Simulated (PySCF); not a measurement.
Input

```
{"job": {"kind": "nmr", "xc": "PBE0", "basis": "pcSseg-1"}, "charge": 0, "multiplicity": 1}
C     -2.773513    -0.189297    -0.319418
C     -1.691216    -0.165835     0.750779
C     -1.757527     1.111050     1.583181
O     -0.399701    -0.245198     0.193627
Si     0.221555    -1.004147    -1.076130
C      2.053149    -0.547433    -0.897576
F      2.820786    -1.053676    -1.885269
C      2.631857     0.182834     0.060295
C      4.058199     0.481897     0.129078
O      4.579906     1.134506     0.999090
H     -2.719586    -1.114353    -0.887652
H     -2.636783     0.646694    -1.000477
H     -3.753995    -0.114076     0.142224
H     -1.815960    -1.038058     1.408730
H     -0.956600     1.117653     2.317454
H     -2.710896     1.174550     2.099653
H     -1.642658     1.978223     0.937687
H     -0.260242    -0.509890    -2.368025
H      0.088294    -2.462500    -1.020626
H      2.003588     0.579324     0.842327
H      4.652425     0.054675    -0.700020
```

Command:

```sh
OMP_NUM_THREADS=1 python probes_run.py task.json out
```

Geometry: GFN2-xTB.

Computed with PBE0/pcSseg-1, SCF density, gas phase, non-relativistic in PySCF 2.14.0.

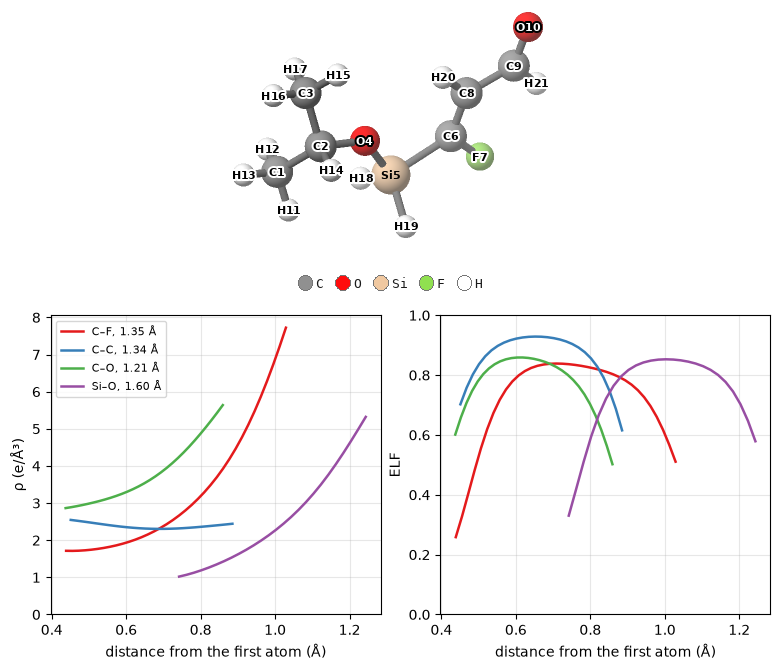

C6H11FO2Si (SMILES CC(C)O[SiH2]/C(F)=C/C=O). Total electron density and ELF along straight lines between neighbouring atoms. The curves leave out the atomic cores. The structure is drawn too.

Compare the contacts.

C–F (1.35 Å): ρ is about 2.2 e/Å³ halfway, with its minimum of 1.7 e/Å³ about 0.5 Å from C; the ELF peaks at about 0.85 between the atoms: a shared but strongly polarised pair.
C–C (1.34 Å): ρ is about 2.3 e/Å³ halfway; the ELF peaks at about 0.95 between the atoms (a multiple bond).
C–O (1.21 Å): the density is about 3.3 e/Å³ at the midpoint; the ELF peaks at about 0.85 between the atoms (a short, multiple covalent bond).
Si–O (1.60 Å): ρ at the midpoint is about 1.2 e/Å³; the ELF peaks at about 0.85 between the atoms; a polar covalent bond.
